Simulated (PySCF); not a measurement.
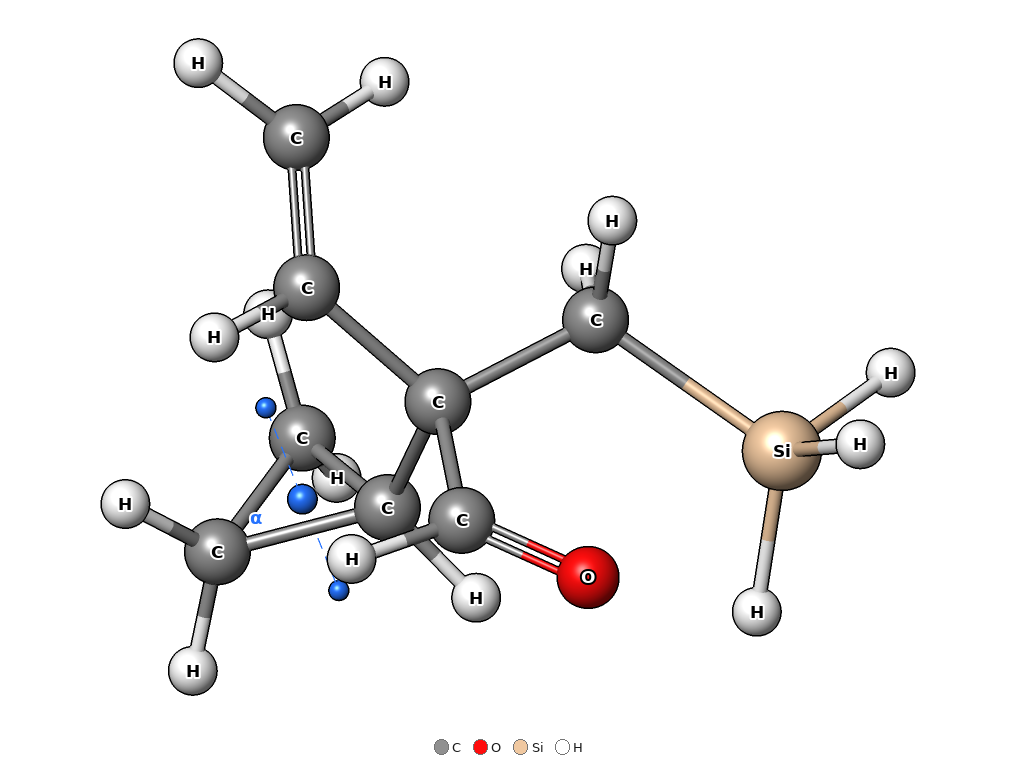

The small points mark where nucleus-independent chemical shifts (NICS) were computed: at the centre of each lettered ring and 1 Å above and below it. Computed geometry: GFN2-xTB optimisation. No frequency run is at hand to confirm it as a minimum. Level of theory: GIAO PBE0/pcSseg-1 NMR shielding, non-relativistic, gas phase (PySCF 2.14.0).

Give NICS(0), NICS(1) and the out-of-plane component NICS(1)zz for each ring (means of the two sides).

| ring | members | NICS(0) | NICS(1) | NICS(1)zz |
| --- | --- | --- | --- | --- |
| α | C3 | −44.8 | −9.9 | −24.6 |

Values in ppm.

The geometry is semi-empirical. Around Si such bond lengths and angles can be off by a tenth of an ångström or more and by several degrees, and values that hang on the shape move with them.
